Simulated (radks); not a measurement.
## Run report: H, atomic calculation

A free H atom in the configuration 1s1 (high spin). Computed at this level: non-relativistic Kohn-Sham, PBE, spin-polarised, spherical densities, point nucleus (the in-house radial solver radks).

Summary:

| quantity | value |
| --- | --- |
| outcome | converged |
| total energy | −0.499990 hartree |
| kinetic energy | 0.494812 hartree |
| electron–nucleus energy | −0.994163 hartree |
| Hartree energy | 0.306825 hartree |
| exchange–correlation energy | −0.307464 hartree |
| radius at density 0.001 e/bohr³ | 2.91 bohr |
| SCF iterations | 13 |
| hardware | 1 CPU thread, shared host |

The input:
```
Z 1
configuration 1s1
relativity non-relativistic
functional pbe,pbe
spin polarised
nucleus point
```

Energies in input and log are in hartree, lengths in bohr.

Output:
```
1s      1   1.0000          -0.27909050
Etot -0.4999903688516324
Ekin 0.49481170886557857
Encl -0.9941630097854413
Eh 0.3068251315678281
Exc -0.3074641994995978
err 1.941882144447311e-09
it 13
```

Orbitals:

```
orbital  occupation  energy (eV)  ⟨r⟩ (bohr)  outer maximum (bohr)
  1s up           1       −7.594       1.542                 0.983
```

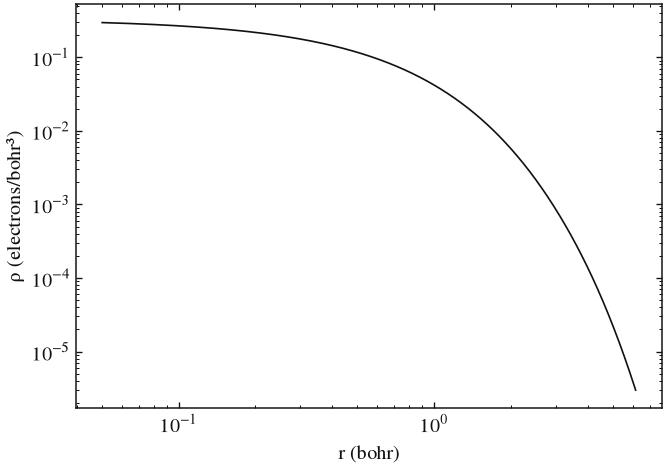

Fig. 1: The electron density ρ(r) on a logarithmic scale. The density falls from 0.30 electrons/bohr³ at the inner end (r = 0.050 bohr) to 0.001 at r = 2.91 bohr, a common measure of the size of an atom or ion. The highest occupied orbital, 1s up (⟨r⟩ = 1.54 bohr, −7.59 eV), is also the most diffuse and sets the fall-off far out: over the last part drawn ln ρ falls by 1.8 per bohr, against 2√(−2ε) = 1.5 for the pure exponential. At the nucleus d ln ρ/dr is −2.1 per bohr, near the cusp value −2Z = −2.

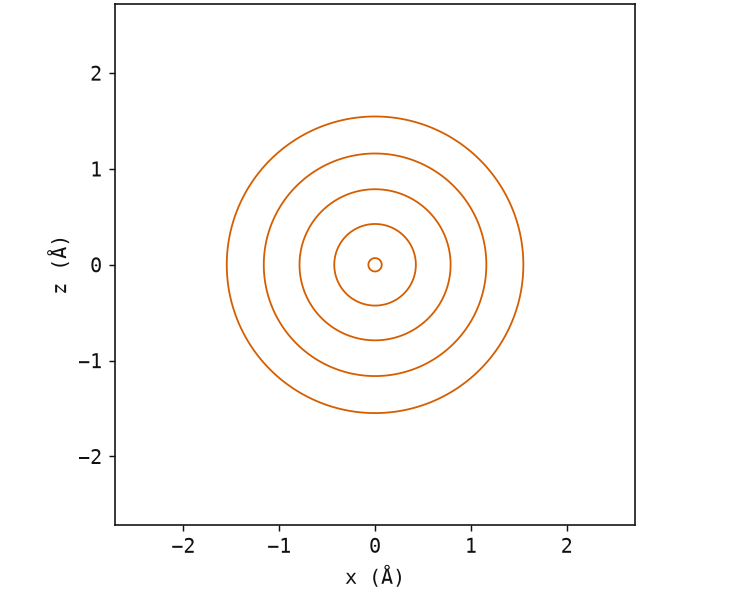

Fig. 2: The 1s orbital of up spin. In the xz plane through the nucleus, contours of ψ are drawn, solid for positive and dashed for negative values, each about twice the one before. (1 bohr = 0.529 Å.) The radial function comes from the spherical calculation and is multiplied by a real spherical harmonic; the overall sign is chosen so that the largest lobe of P(r) is positive. It has no angular node and no radial node. The maximum of P² lies at 0.983 bohr, ⟨r⟩ = 1.54 bohr, 90 % of the charge lies within 2.77 bohr, and the eigenvalue is −7.59 eV, with 1 electron in the shell for this spin.

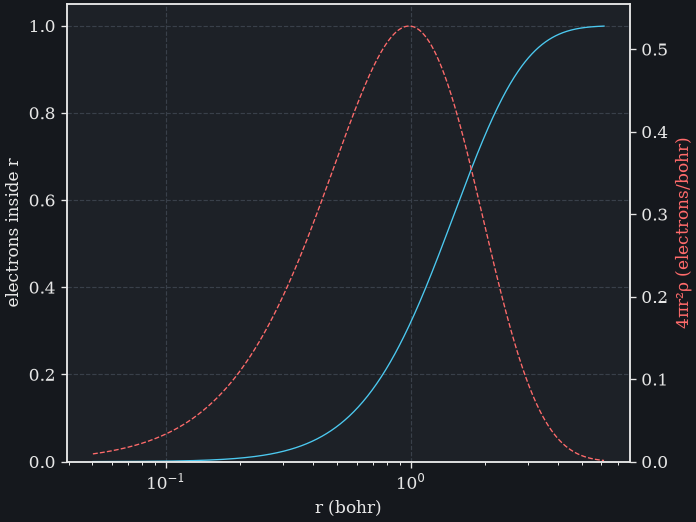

Fig. 3: The number of electrons inside radius r (solid) and the radial density 4πr²ρ (dashed). The count levels off at 1 electrons. Half of them lie within 1.35 bohr, 90 % within 2.78 bohr and 99 % within 4.52 bohr. The radial density has a single maximum, so no shell boundary shows.
